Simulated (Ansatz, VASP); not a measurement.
# SrTiSi in two plane-wave programs

Wanted: the spread between two codes on one cell, functional and k mesh. The cell is invented: As first built, before any earlier steps moved the atoms: it takes the SrSiGe structure with some of its atoms replaced by other elements, volume scaled by an estimate. It may not be a known or stable phase. The cell comes out of the VASP series on this material, whose earlier steps may have relaxed, scaled or displaced it; both programs get it as it stands.

Program: Ansatz 0.2.0. Level of theory: plane waves, with VASP 6.6.1 beside it; band structure at PBEsol with D4, spin-orbit coupling. Results are calculated unless marked as measured.

**1. The starting structure**

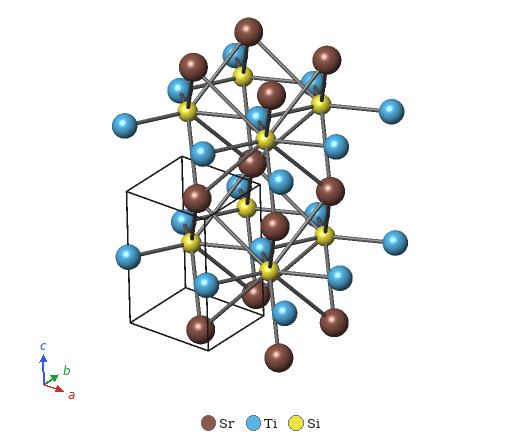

The cell as given, slightly off an axis (strontium brown, titanium blue, silicon yellow). 2×2×2 cells are drawn. Bonds to atoms that aren't drawn are left out. Some periodic images of atoms are drawn too.

**2. Ansatz: band structure, PBEsol with D4, spin-orbit coupling**

Ansatz runs on its fully relativistic PAW (standard-fr) files.

Levels along a path test the potential and the projectors away from the mesh points.

input.yaml reads:

```yaml
crystal:
  lattice:
    - [4.3727343976, -4.05e-08, 0.0]
    - [-2.1863677692, 3.786899037, 0.0]
    - [0.0, 0.0, 4.4524079147]
  atoms:
    - { symbol: Sr, position: [0.66666667, 0.33333333, 0.0] }
    - { symbol: Ti, position: [0.0, 0.0, 0.5] }
    - { symbol: Si, position: [0.33333333, 0.66666667, 0.5] }
hamiltonian:
  xc: pbesol
  pseudopotentials: { kind: paw_fr }
  dispersion: d4
magnetization:
  noncollinear: true
  spin_orbit: true
kpoints:
  mp_grid: { grid: [6, 6, 5] }
  band_path:
    path:
      - [0.0, 0.0, 0.0]
      - [0.13333, 0.0, 0.0]
      - [0.3, 0.0, 0.0]
      - [0.46667, 0.0, 0.0]
      - [0.46667, 0.06667, 0.0]
      - [0.41111, 0.17778, 0.0]
      - [0.35556, 0.28889, 0.0]
      - [0.28889, 0.28889, 0.0]
      - [0.17778, 0.17778, 0.0]
      - [0.06667, 0.06667, 0.0]
      - [0.0, 0.0, 0.03333]
      - [0.0, 0.0, 0.2]
      - [0.0, 0.0, 0.36667]
      - [0.0, 0.0, 0.5]
      - [0.16667, 0.0, 0.5]
      - [0.3, 0.0, 0.5]
      - [0.46667, 0.0, 0.5]
      - [0.46667, 0.06667, 0.5]
      - [0.41111, 0.17778, 0.5]
      - [0.35556, 0.28889, 0.5]
      - [0.28889, 0.28889, 0.5]
      - [0.17778, 0.17778, 0.5]
      - [0.06667, 0.06667, 0.5]
      - [0.5, 0.0, 0.46667]
      - [0.5, 0.0, 0.3]
      - [0.5, 0.0, 0.13333]
      - [0.33333, 0.33333, 0.0]
      - [0.33333, 0.33333, 0.16667]
      - [0.33333, 0.33333, 0.33333]
      - [0.33333, 0.33333, 0.5]
    npoints: 1
scf:
  occupations: { method: methfessel_paxton, width: 0.2 }
  n_extra_bands: 14
output:
  forces: true
  stress: true
  eigenvalues: true
```

Started as:

```bash
> ansatz run input.yaml --threads 2 --pin off --max-ram 4608MiB --backend cpu --events-out ev --progress --plain --runs-dir out
```

Numbers of over 12 decimals in the logs are rounded to 6 here.

The log of the run:

```text
Warning: the atoms were moved onto the symmetric positions of the space group found under crystal.symmetry.tolerance 1.0e-5 (fractional; no operation is sought that the atoms, as they stand in a round, miss by more than twice it, and no atom is moved by as much as it), and the run uses the moved positions. Before a round's move an operation carried an atom to 4.37e-8 Å from where it should land, the largest such dist [...]
scf.n_extra_bands = 14 over 26 filled bands (N_el = 26.0): the run solves 40 bands
Engine: ansatz 0.2.0, aarch64-unknown-linux-gnu
Pseudopotentials: kind: paw_fr
Pseudopotential: Sr, paw_fr, valence charge 10, recommended cutoff 420 eV (normal), Sr.paw.azcp#standard-fr
Pseudopotential: Ti, paw_fr, valence charge 12, recommended cutoff 420 eV (normal), Ti.paw.azcp#standard-fr
Pseudopotential: Si, paw_fr, valence charge 4, recommended cutoff 420 eV (normal), Si.paw.azcp#standard-fr
Functional definition: PBEsol
  exchange = pbesol_x
  correlation = pbesol_c
non-collinear run that drives no moment, with spin-orbit: no starting moment large enough to seed its density (crystal.atoms[].spin), no starting occupations that ask for one, no magnetisation constraint and no magnetic field, so the semilocal B_xc is pinned to zero
Crystal: 3 atoms, lattice volume = 73.728 Å³
Basis set: ecut = 420 eV, 1509 PW (Γ), exchange–correlation on 60×60×60 points (8 copies of the dense FFT grid, shifted against one another)
Bands: 40, of which v1, the nominal top of the filled ones, is band 26 counted from 1 (25 counted from 0)
Symmetry: 12 space group operations + 12 with time reversal
Magnetic group: BNS 187.210 (UNI 1440), of the structure as read, at distance tolerance 4.2e-5 Å
k-points: 21 of 180 (time reversal used)
Projection manifold: j_resolved (fully-relativistic pseudo-atomic orbitals)
Non-local potential: Sr, projectors of the file, l = 0: 3, l = 1: 4, l = 2: 4
Non-local potential: Ti, projectors of the file, l = 0: 3, l = 1: 4, l = 2: 6, l = 3: 2
Non-local potential: Si, projectors of the file, l = 0: 2, l = 1: 4, l = 2: 4
PAW form: soft (Blöchl's): semilocal exchange-correlation on the pseudo side does not see the compensation charge
PAW frozen core: Sr, regenerated for the run's functional, and the local potential with it (the file was generated under x = pbe(κ = 0.804, μ = 0.219515), c = pbe(β = 0.066725))
PAW frozen core: Ti, regenerated for the run's functional, and the local potential with it (the file was generated under x = pbe(κ = 0.804, μ = 0.219515), c = pbe(β = 0.066725))
PAW frozen core: Si, regenerated for the run's functional, and the local potential with it (the file was generated under x = pbe(κ = 0.804, μ = 0.219515), c = pbe(β = 0.066725))
PAW one-centre angular grid: Sr, 110 points (default); XC on 64 Gauss nodes
PAW one-centre angular grid: Ti, 590 points (default); XC on 96 Gauss nodes
PAW one-centre angular grid: Si, 110 points (default); XC on 64 Gauss nodes
Initial density: superposition of atomic densities (chi_scale 0.1, normalization cell, long waves kept (reshape's long-wave potential 0.00 eV rms))
Initial wavefunctions: pseudopotential atomic-orbital guess
Functional: x = pbesol(κ = 0.804, μ = 0.123457), c = pbesol(β = 0.046)
SCF iter   1: F=—  HF=-6589.162119 eV  |F-HF|=—  |Δ(HF+E_count)|=         —  Δρ=5.56e-2  dr2=3.42e0  dr2_m=0.00e0 (ungated)  ethr=3.10e-3  |M|=0.00e0 ∫|m|=0.00e0 μB  |m|>n=0.0e0 m-floor=0.0e0 τ_xc=0.0e0  β_m=0.30  ⟨swp⟩=10.8  Hψ=5317  notcnv=0
preconditioner: auto → Kerker (q_TF=auto, 2.293 Å⁻¹)  [metal: Δε(μ)=0.061 eV  Ē_g=5.307 eV  σ=0.200 eV  W_gap=0.25  n_scr=20 (ndim 8)  ℏωp=13.7 eV  f_vac=0.000  D(μ)=2.47/eV (n_scr^D=20)]
spin=Noncollinear: Kerker preconditioning applied to the charge; magnetization (m_x, m_y, m_z) channels mix plain (no charge-response kernel on spin).
SCF iter   2: F=—  HF=-6588.668695 eV  |F-HF|=—  |Δ(HF+E_count)|=   4.93e-1  S|Δr|=    0.00e0  Δρ=2.05e-2  dr2=3.32e-1  dr2_m=0.00e0 (ungated)  ethr=3.10e-3  |M|=0.00e0 ∫|m|=0.00e0 μB  |m|>n=0.0e0 m-floor=0.0e0 τ_xc=0.0e0  β_m=0.32  ⟨swp⟩=3.6  Hψ=1723  notcnv=0  defer=90
SCF iter   3: F=—  HF=-6588.634007 eV  |F-HF|=—  |Δ(HF+E_count)|=   3.47e-2  S|Δr|=    0.00e0  Δρ=1.44e-2  dr2=1.65e-1  dr2_m=0.00e0 (ungated)  ethr=1.28e-3  |M|=0.00e0 ∫|m|=0.00e0 μB  |m|>n=0.0e0 m-floor=0.0e0 τ_xc=0.0e0  β_m=0.66  ⟨swp⟩=1.0  Hψ=756  notcnv=0  defer=90
SCF iter   4: F=—  HF=-6588.616439 eV  |F-HF|=—  |Δ(HF+E_count)|=   1.76e-2  S|Δr|=    0.00e0  Δρ=7.54e-3  dr2=4.46e-2  dr2_m=0.00e0 (ungated)  ethr=6.36e-4  |M|=0.00e0 ∫|m|=0.00e0 μB  |m|>n=0.0e0 m-floor=0.0e0 τ_xc=0.0e0  β_m=0.64  ⟨swp⟩=1.9  Hψ=861  notcnv=0  defer=90
SCF iter   5: F=—  HF=-6588.608480 eV  |F-HF|=—  |Δ(HF+E_count)|=   7.96e-3  S|Δr|=    0.00e0  Δρ=1.58e-3  dr2=2.23e-3  dr2_m=0.00e0 (ungated)  ethr=1.72e-4  |M|=0.00e0 ∫|m|=0.00e0 μB  |m|>n=0.0e0 m-floor=0.0e0 τ_xc=0.0e0  β_m=0.82  ⟨swp⟩=2.0  Hψ=950  notcnv=0  defer=90
SCF iter   6: F=—  HF=-6588.608295 eV  |F-HF|=—  |Δ(HF+E_count)|=   1.85e-4  S|Δr|=    0.00e0  Δρ=4.08e-4  dr2=2.38e-4  dr2_m=0.00e0 (ungated)  ethr=8.57e-6  |M|=0.00e0 ∫|m|=0.00e0 μB  |m|>n=0.0e0 m-floor=0.0e0 τ_xc=0.0e0  β_m=0.91  ⟨swp⟩=2.3  Hψ=1025  notcnv=0  defer=90
SCF iter   7: F=—  HF=-6588.608281 eV  |F-HF|=—  |Δ(HF+E_count)|=   1.36e-5  S|Δr|=    0.00e0  Δρ=8.05e-5  dr2=6.38e-6  dr2_m=0.00e0 (ungated)  ethr=9.15e-7  |M|=0.00e0 ∫|m|=0.00e0 μB  |m|>n=0.0e0 m-floor=0.0e0 τ_xc=0.0e0  β_m=0.95  ⟨swp⟩=1.6  Hψ=814  notcnv=0  defer=90
SCF iter   8: F=—  HF=-6588.608284 eV  |F-HF|=—  |Δ(HF+E_count)|=   2.56e-6  S|Δr|=    0.00e0  Δρ=3.57e-5  dr2=1.74e-6  dr2_m=0.00e0 (ungated)  ethr=2.45e-8  |M|=0.00e0 ∫|m|=0.00e0 μB  |m|>n=0.0e0 m-floor=0.0e0 τ_xc=0.0e0  β_m=0.98  ⟨swp⟩=2.3  Hψ=1220  notcnv=0  defer=90
SCF iter   9: F=-6588.608284 eV  HF=-6588.608284 eV  |F-HF|=2.40e-8  |Δ(HF+E_count)|=   1.63e-7  S|Δr|=    0.00e0  Δρ=5.04e-6  dr2=3.82e-8  dr2_m=0.00e0 (ungated)  ethr=3.85e-10  |M|=0.00e0 ∫|m|=0.00e0 μB  |m|>n=0.0e0 m-floor=0.0e0 τ_xc=0.0e0  ⟨swp⟩=12.2  Hψ=4430  notcnv=0
SCF 1 converged in 9 iterations: F = -6588.608284 eV  dr2 = 3.82e-8
  greatest PAW one-centre occupation: 0.999 electrons in one spin orbital (limit 2), on the Ti atom at site 1 (counted from 0), in its partial waves of l = 0
NSCF: frozen V_eff on 30 k-points
SCF converged after 9 iterations
Stability not checked: this state was not tested for a lower state beside it, because cold or Methfessel-Paxton smearing, or corrected tetrahedra, fill the levels in a way that the test cannot read (fill_not_monotonic; see scf.lower_state_search)
Magnetization: |M| = 0.0000 μB,  M = (+0.0000, +0.0000, +0.0000) μB
Absolute magnetization: 0.0000 μB (∫|m|)
  site 0: m = (+0.0000, +0.0000, +0.0000) μB, |m| = 0.0000 μB  (R = 1.39 Å)
  site 1: m = (+0.0000, +0.0000, +0.0000) μB, |m| = 0.0000 μB  (R = 1.04 Å)
  site 2: m = (+0.0000, +0.0000, +0.0000) μB, |m| = 0.0000 μB  (R = 1.04 Å)
Free energy (F): -6588.608284 eV
Harris-Foulkes:  -6588.608284 eV  (|F-HF|=2.40e-8)
Internal energy: -6588.601048 eV  (E = F + TS)
E sigma→0 (E₀):  -6588.606475 eV
Entropy (-TS):   -0.007236 eV (-2.412 meV/atom)
Fermi energy:    8.564882 eV
--- Per-component energies (eV) ---
  E_band       = -289.794677
  E_kinetic    = 557.331901
  E_local      = -1808.671110  (includes V_loc(G=0)·N_el)
  E_nonlocal   = 241.091547
  E_hartree    = 632.262826
  E_xc         = -322.135050
  E_vxc        = -328.666731  (∫ρ·V_xc dr)
  E_paw        = -4167.149457  (= ΣΔE_a)
  E_vpaw       = -215.400776  (= ΣTr[D̂ρ^β])
  E_aug_tail   = 0.000114  (compensation charges beyond the density's cutoff)
  E_ewald      = -1721.280799
  E_disp       = -0.357365  (pairwise vdW)
  E_core_change = 0.306346  (= ΣΔE_core)
  E_smearing   = -0.007236  (= −TS)
  E_closure    = -0.000000  (closes the sum)
  Σ components = -6588.608284   (vs F -6588.608284, Δ=0.00e0)
--- Forces (eV/Å), atoms counted from 1 ---
  atom   1  Sr     0.00000000    -0.00000000     0.00000000
  atom   2  Ti     0.00000000    -0.00000000    -0.00000000
  atom   3  Si     0.00000000    -0.00000000     0.00000000
  max |Σ_I F_I| component: 2.96e-16 eV/Å
--- Stress (GPa, compression-positive) ---
        0.126866       0.000000       0.000000
        0.000000       0.126866       0.000000
        0.000000       0.000000       0.089285
  P = ⅓ Tr σ = 0.1143 GPa (1.143 kbar)
--- Band table (eV; the first three rows and the last of 21) ---
  k-point 0: bands = [... 22 lower, 7.1785, 7.1785, 8.5859, 8.5859, 9.0716, 9.0716, 9.0887, 9.0887, ... 10 higher]
  k-point 1: bands = [... 22 lower, 6.6048, 6.6058, 8.8657, 8.8657, 8.9206, 8.9206, 8.9225, 8.9337, ... 10 higher]
  k-point 2: bands = [... 22 lower, 6.5642, 6.5648, 8.6148, 8.6148, 8.6235, 8.6283, 9.4188, 9.4188, ... 10 higher]
  k-point 20: bands = [... 22 lower, 6.9210, 6.9354, 8.3076, 8.3193, 8.5769, 8.6057, 8.8905, 8.9285, ... 10 higher]
```

The job ended after 14 s (2 threads of Arm Neoverse V2, shared host; peak memory 0.56 GiB).

The column dr2 measures how far the density is from self-consistency, as an energy; F and HF (Harris–Foulkes) agree once it is small.

(Part 1 of 2 ends here.)

[Lines on the potential files, build, host, timing and source positions are cut from VASP's logs without a mark.]

[Logs are printed without paths, hosts, clocks, repeated set-up lines and the standing remarks that a program may print on its own settings, such as how far it seeks lower states.]

[Hosts, paths, dates, database ids (printed as entryN), source tags and the programs' standing remarks are cut or masked in the printed files.]
